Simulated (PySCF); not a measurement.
System: C3H9F3Si2.

Input

```
{"job": {"kind": "uv", "xc": "CAM-B3LYP", "basis": "def2-SVPD", "nstates": 8, "ntriplets": 3}, "charge": 0, "multiplicity": 1}
C      2.085475     0.512379     0.516803
Si     1.134729    -0.126645    -0.989922
C     -0.724553    -0.334246    -0.557634
Si    -1.119482    -1.284670     1.054482
C     -1.384678     0.994846    -0.496685
F     -2.714487     0.924821    -0.264232
F     -0.896012     1.789134     0.476983
F     -1.266712     1.712984    -1.634719
H      2.040787    -0.195331     1.340328
H      1.685272     1.457983     0.871856
H      3.131462     0.668123     0.271181
H      1.581140    -1.472860    -1.368938
H      1.255620     0.784117    -2.131216
H     -1.198662    -0.859173    -1.389799
H     -2.557195    -1.538666     1.119053
H     -0.371826    -2.539392     0.976808
H     -0.687877    -0.481373     2.195741
```

Command:

```sh
OMP_NUM_THREADS=1 python probes_run.py task.json out
```

Geometry: GFN2-xTB.

Method: PySCF 2.14.0, CAM-B3LYP/def2-SVPD, SCF density, gas phase.

**Predict the electron density and electron localisation function between the atoms.**

C–F (1.35 Å): ρ is about 2.3 e/Å³ halfway, with its minimum of 1.8 e/Å³ about 0.5 Å from C; the ELF peaks at about 0.85 between the atoms: a polar covalent bond.
C–C (1.49 Å): the density is about 1.9 e/Å³ at the midpoint; the ELF peaks at about 1 between the atoms (a covalent bond).
C–Si (1.91 Å): the density is about 0.89 e/Å³ at the midpoint; the ELF peaks at about 0.95 between the atoms: a covalent bond.
Si–H (1.46 Å): ρ is about 0.8 e/Å³ halfway; the ELF climbs to about 1 towards the hydrogen, as it does in any bond to H.

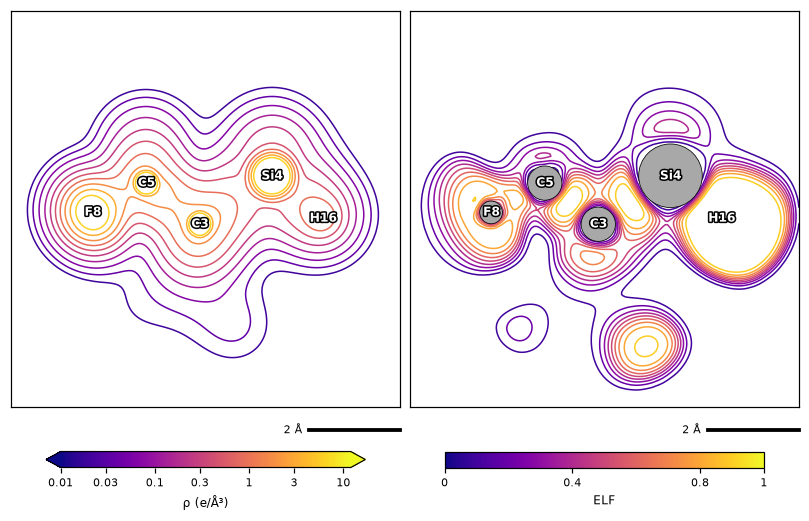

Computed electron density and electron localisation function on the plane of atoms Si4, C3 and C5, in this order. Grey discs cover the atomic cores in the ELF map. 
